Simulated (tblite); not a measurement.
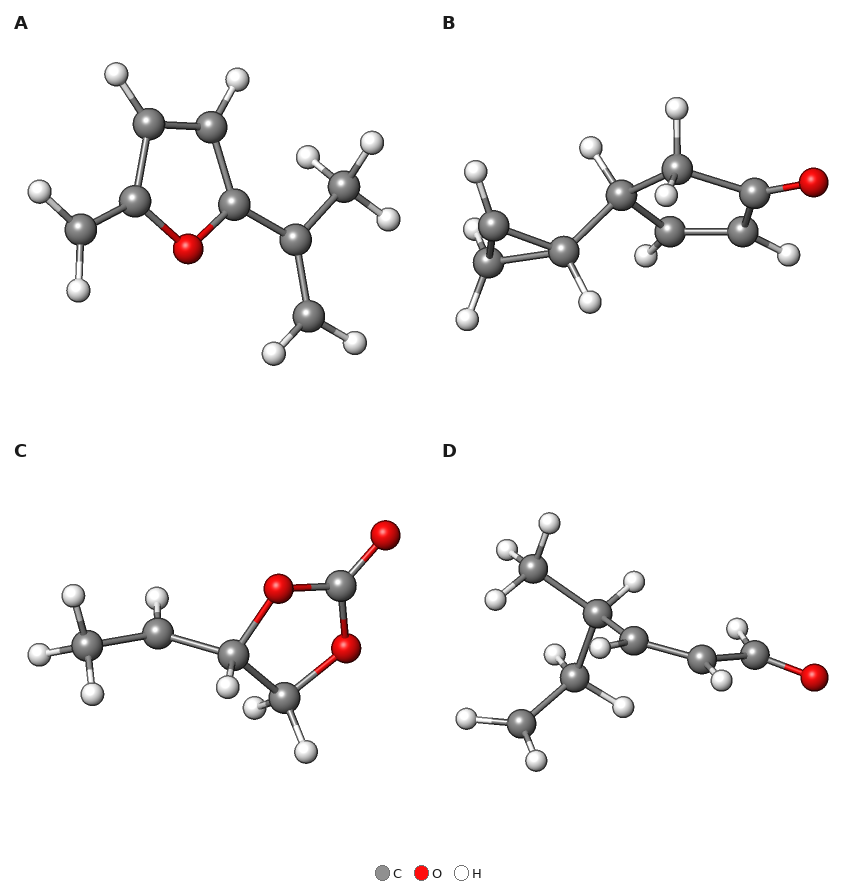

Figure made from data computed with tblite.

Charge 0, doublet.

### Which panel belongs to which SMILES?
(1) O=C1C=C[C@@H]([C@H]2[CH]C2)C1
(2) [CH2]C[C@@H](C)/C=C\C=O
(3) C[CH][C@H]1COC(=O)O1
(4) [CH2]c1ccc(C(=C)C)o1

A is (4), B is (1), C is (3), D is (2).
